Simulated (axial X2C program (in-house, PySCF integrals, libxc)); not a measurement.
**Relativistic diatomic calculation for CdNa⁺**

- system: CdNa⁺, single determinant with M_S = 0 and |Λ| = 0.
- method: B3LYP, spin-free X2C-1e, Cd dyall-v3z, Na dyall-v3z (cores contracted) (axial X2C program (in-house, PySCF integrals, libxc))

### Input
```
{"zs": [48, 11], "q": 1, "bas": ["dyall-v3z", "dyall-v3z"], "levels": ["PBE0", "HF", "B3LYP", "TPSS"], "cc": false, "r0": 2.91, "npts": 10, "nst": 2, "ntry": 6, "opt": {"nrad": 30, "nth": 6}}
```

The line is the task of a batch: nuclear charges, charge, bases, the levels to run, a first guess of the distance and further settings. This report covers B3LYP without spin-orbit coupling. The log is that of the reference distance 3.207 Å.

Hardware: 1 thread of Arm Neoverse N1, 54 GiB of memory available, shared host.

Launched within a batch (the task file carries these settings):
```bash
python <driver script> task.json out
```

### The program's output
```
spin-free X2C-1e  B3LYP
basis functions 194  fitting functions 974  grid points 304
iter        total energy     max residual
   1      -5756.443631043     7.23e-02
   2      -5756.444963029     2.51e-03
   3      -5756.444974394     5.50e-03
   4      -5756.445038532     4.55e-04
   5      -5756.445038981     2.24e-04
   6      -5756.445039207     5.76e-05
   7      -5756.445039220     4.96e-05
   8      -5756.445039234     9.96e-06
   9      -5756.445039235     6.51e-06
converged
one-electron -8099.33446657  Coulomb 2426.15047974  exact exchange -33.43945104  xc functional -136.94525817  nuclear repulsion 87.12365680
```

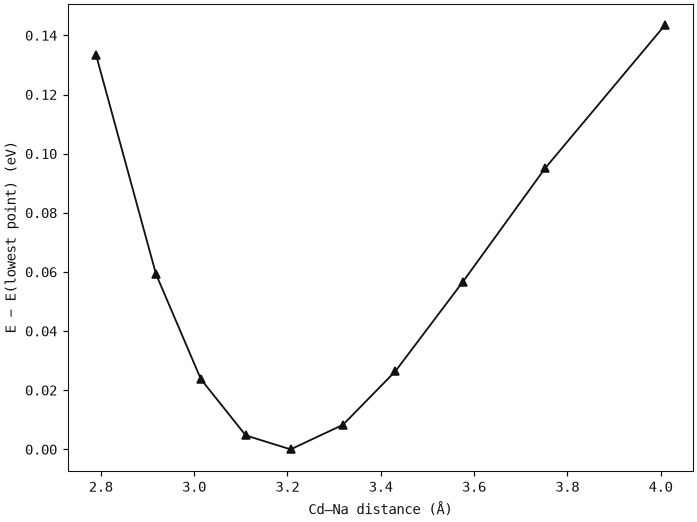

Energy at 10 bond lengths, for one set of occupations held fixed; the line joins the points. A polynomial of degree 6 through 9 points gives rₑ = 3.195 Å, ωₑ = 133.3 cm⁻¹, ωₑxₑ = 2.0 cm⁻¹ and Bₑ = 0.08632 cm⁻¹. The minimum lies 0.40 eV below Cd + Na⁺, each computed as one determinant at the same level.

### What the run reported

- outcome: converged
- bond length rₑ: 3.195 Å
- ωₑ: 133.3 cm⁻¹
- energy at the minimum: −5756.44504 hartree
- depth below the fragments: 0.40 eV
- wall time: 3.7 s
- peak memory: 0.36 GiB

### What is odd here

This input holds a deliberate oddity: coarse grid (nrad = 30.0) (nth = 6.0). The program ran to the end. Its numbers are those of the input as typed; this run alone doesn't show how far the oddity moves them.
